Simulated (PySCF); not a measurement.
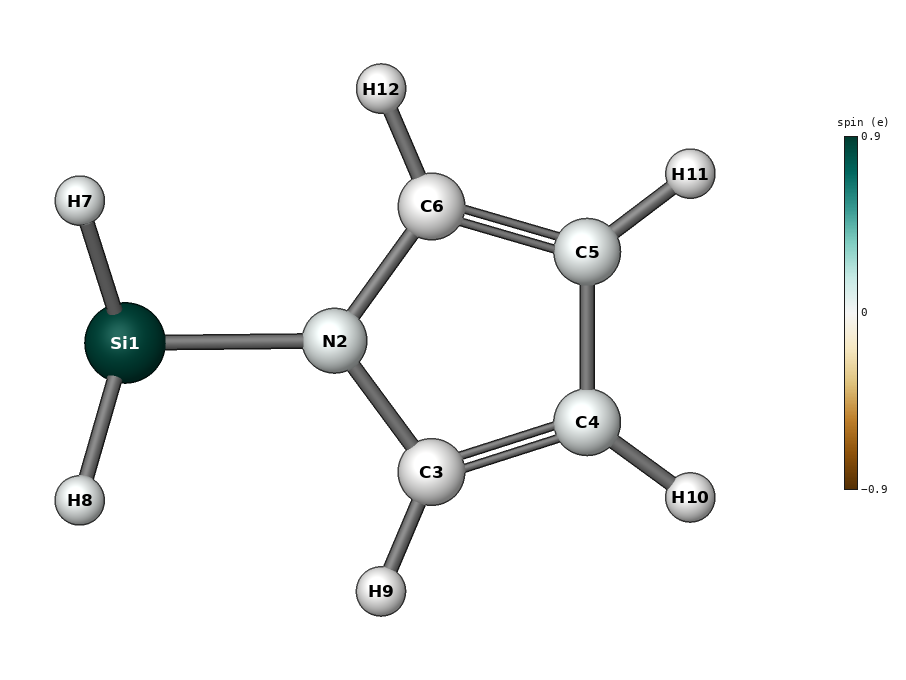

Atoms are coloured by their Mulliken spin populations. Charge 0, doublet. The geometry was computed by an optimisation with GFN2-xTB. No frequency run is at hand to confirm it as a minimum. Properties computed with UKS B3LYP, pcH-1 on C H N Si, non-relativistic (PySCF 2.14.0).

Which atom carries the largest spin population?

Si1 (0.86 e).

Which atom has the lowest spin population?

C3, C6, H9, H10, H11, H12 (0.00 e).

Give the Mulliken spin populations atom by atom.

```json
{"atom": "Si1", "value (e)": "0.86"}
{"atom": "N2", "value (e)": "0.04"}
{"atom": "C3", "value (e)": "0.00"}
{"atom": "C4", "value (e)": "0.03"}
{"atom": "C5", "value (e)": "0.03"}
{"atom": "C6", "value (e)": "0.00"}
{"atom": "H7", "value (e)": "0.02"}
{"atom": "H8", "value (e)": "0.02"}
{"atom": "H9", "value (e)": "0.00"}
{"atom": "H10", "value (e)": "0.00"}
{"atom": "H11", "value (e)": "0.00"}
{"atom": "H12", "value (e)": "0.00"}
```

Mulliken values depend strongly on the basis set. The geometry is semi-empirical. Around Si such bond lengths and angles can be off by a tenth of an ångström or more and by several degrees, and values that hang on the shape move with them.
